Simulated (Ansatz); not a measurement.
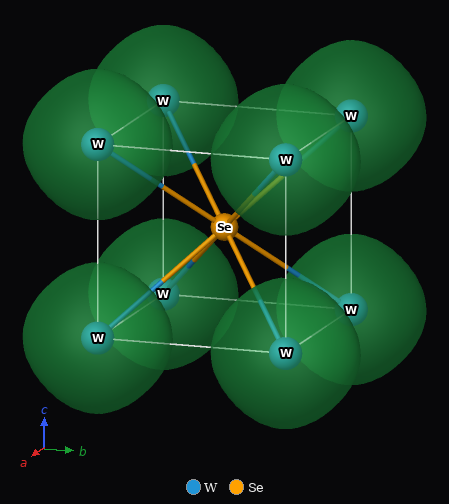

The picture shows: WSe. Isosurfaces of the magnetisation density (up minus down) at +0.15 (green) and −0.15 e/Å³ (red), seen slightly off an axis. Sticks mark near contacts.

Space group Pm-3m; started from the CsCl (B2) prototype, which need not be the ambient phase; computed pressure about 7 GPa in this cell; Hubbard U of 6.2 eV on W d only; spin-polarised.

All numbers below come from Ansatz 0.2.0, DFT PBE+U, scalar-relativistic, plane waves, PAW.

The density is the valence pseudo-density of a PAW calculation; it isn't the true density close to the nuclei.

Where is the spin, and how is it ordered?

Answer. The spin density sits on W: +3.4 μB in one cell of 2 atoms, with smaller moments on other sites: Se (up to −0.37 μB): parallel moments (a ferromagnetic arrangement) in this solution. The cell of the calculation (2 atoms) carries 4.0 μB of net spin moment. Only one sign reaches the isovalue.
